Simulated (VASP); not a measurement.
Band structure of MgO (rock salt). Calculation: revPBE GGA, VASP's PBE PAW potentials (set 64) (plane waves; VASP).

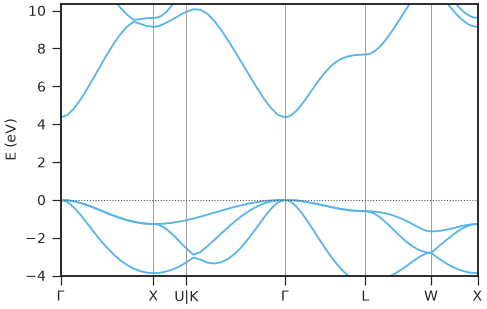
Figure. Bands along high-symmetry lines, zero at the valence-band maximum or, without a gap, the Fermi level

Problem. Read the plot: is there a gap, and where are the band edges?

Solution. The gap is direct, 4.36 eV, from the valence maximum at Γ to the conduction minimum at Γ. (Edges off the drawn lines would not show.)

Measured: gap 8.36 eV (computed value off by -4.00 eV), as given by Wei Chen et al., Physical Review Materials (2018), doi:10.1103/physrevmaterials.2.073803 [zero-point renormalisation of 0.53 eV added back (the table's ZPR column)].

The compound is MgO in the rock salt structure. It was relaxed first, which changed the volume by +5 %.
